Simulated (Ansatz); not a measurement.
## Electronic structure of ClF₅W···H₂O in real space

Input file:

```
crystal:
  periodic: [false, false, false]
  atoms:
    - { symbol: W, position_ang: [0.357182, 0.334401, -0.34551] }
    - { symbol: O, position_ang: [-0.134504, -0.35601, 2.683494] }
    - { symbol: H, position_ang: [-1.068319, -0.400961, 2.966456] }
    - { symbol: F, position_ang: [1.932567, 0.068045, -1.31333] }
    - { symbol: F, position_ang: [0.138158, 1.888642, -1.360949] }
    - { symbol: F, position_ang: [-1.275849, 0.723887, 0.466465] }
    - { symbol: F, position_ang: [0.653966, -1.358367, 0.355313] }
    - { symbol: F, position_ang: [-0.593173, -0.514519, -1.718839] }
    - { symbol: Cl, position_ang: [1.605506, 1.611367, 1.203505] }
    - { symbol: H, position_ang: [0.161965, 0.521316, 3.034893] }
basis:
  gaussian: { orbitals: def2-SVP }
hamiltonian:
  xc: pbe
  dispersion: d4
relax:
  f_tol: 0.03
  max_steps: 50
output:
  orbitals: {}
```

Launched as:

```sh
ansatz run input.yaml --threads 4 --pin off --max-ram 5120MiB --backend cpu --events-out ev --progress --plain --runs-dir out
```

The fields are those of the run's last geometry, not of the input's.

Core potentials replace the inner electrons of W.

All numbers below come from Ansatz 0.2.0, RKS PBE-D4/def2-SVP.

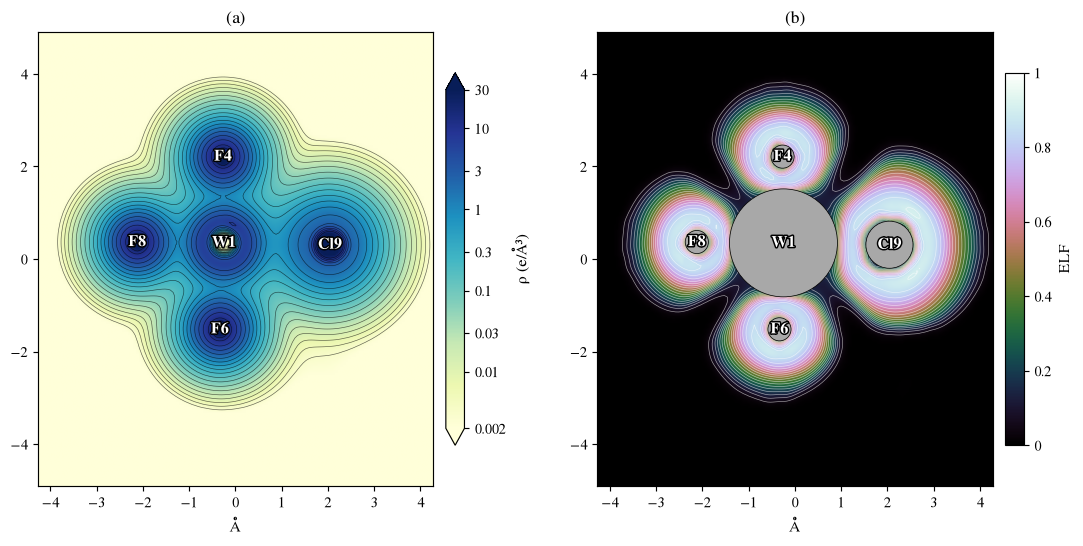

Figure 1. (a) electron density; (b) ELF on the plane of atoms F4, W1 and F8. Grey discs cover the atomic cores in the ELF map.

Question: Interpret the plot.

Answer:
- The section cuts through W, F and Cl sites.
- W–F (1.86 Å): ρ at the midpoint is about 1.1 e/Å³; the ELF peaks at about 0.85 in the valence shell of F, 0.5 Å from its nucleus, and drops to about 0.20 between the two atoms.
- W–Cl (2.29 Å): the density is about 0.7 e/Å³ at the midpoint; the ELF peaks at about 0.85 in the valence shell of Cl, 0.8 Å from its nucleus, and is about 0.35 at the midpoint.

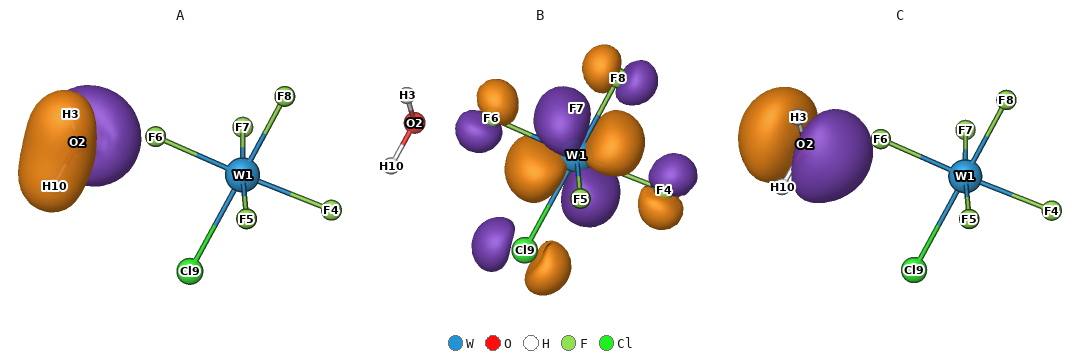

Figure 2. Three frontier orbitals at ±0.15 Å⁻³ᐟ² (orange and purple are the two phases), in no order.

Question: Order the three orbitals by energy and name them.

Answer: A is the HOMO−1 (−8.83 eV). By Hirshfeld shares it lies mainly on O2 (about 80 %), H3 (about 10 %) and H10 (about 5 %); largely a lone pair of O2. C is the HOMO (−6.70 eV). It lies mainly on O2 (about 85 %); largely a lone pair of O2. B is the LUMO (−5.49 eV). Its weight (Hirshfeld) is mainly on W1 (about 60 %), Cl9 (about 10 %), F4 (about 10 %), F6 (about 10 %) and F8 (about 10 %).

Question: What is the HOMO–LUMO gap?

Answer: 1.21 eV between the orbital energies.

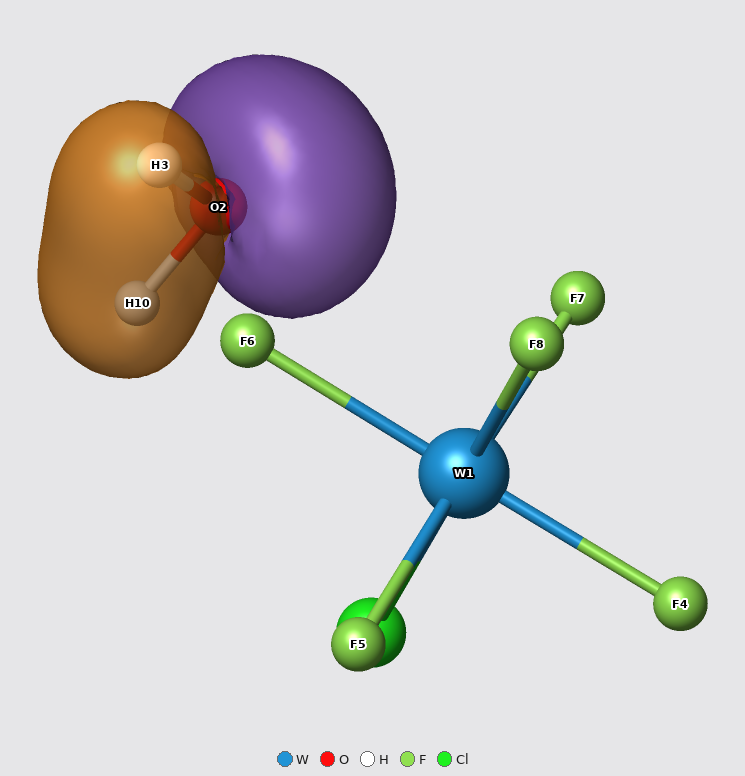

Figure 3. The HOMO−1 at ±0.15 Å⁻³ᐟ² (orange and purple are the two phases), seen at an oblique angle.

Question: What is the character of this orbital?

Answer: Its weight (Hirshfeld) is mainly on O2 (about 80 %), H3 (about 10 %) and H10 (about 5 %); largely a lone pair of O2. Its energy is −8.83 eV.
